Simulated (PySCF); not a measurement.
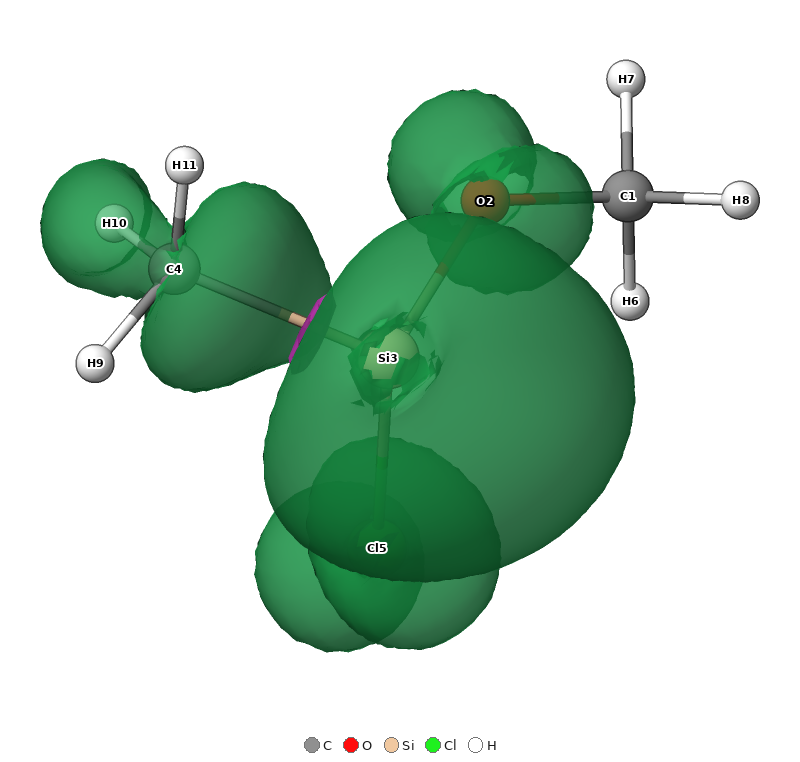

C2H6ClOSi, doublet, SMILES `CO[Si](C)Cl`. Spin density ρα − ρβ at ±0.01 e/Å³ (green: excess α, purple: excess β).

Method: TPSS/6-31G*; geometry: GFN2-xTB; program: PySCF. No frequency check shows the geometry to be a minimum. The stability of the open-shell solution wasn't checked. GFN2-xTB bond lengths at metals and heavier atoms can be off by up to 0.1 Å and shapes distorted, which carries into these values. GFN2-xTB doesn't know the spin state, so this open-shell geometry is rough.

How is the spin shared among the atoms?

Answer. Hirshfeld spin populations: Si3 +0.67, Cl5 +0.10, O2 +0.10 and C4 +0.09. ⟨S²⟩ = 0.75, as for a pure state.
